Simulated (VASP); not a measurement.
Band structure of SiGe (relaxed from the NiAs type structure, space group P6_3/mmc). Calculation: PBEsol GGA, VASP's PBE PAW potentials (set 64) (plane waves; VASP).

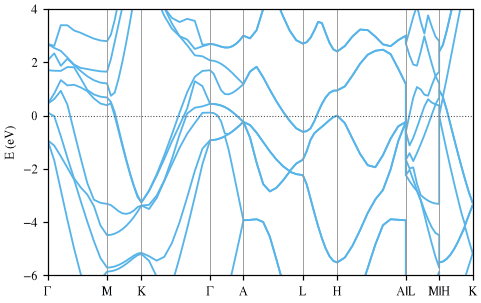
*Bands along high-symmetry lines, zero at the valence-band maximum or, without a gap, the Fermi level*

Problem. Read the plot: is there a gap, and where are the band edges?

Solution. It has no gap at this level: it comes out as a metal or semimetal. (Edges off the drawn lines would not show.)

The structure was generated: SiGe was put into the NiAs type type (P6_3/mmc), which need not be its known phase. It was relaxed first, which changed the volume by +17 %.
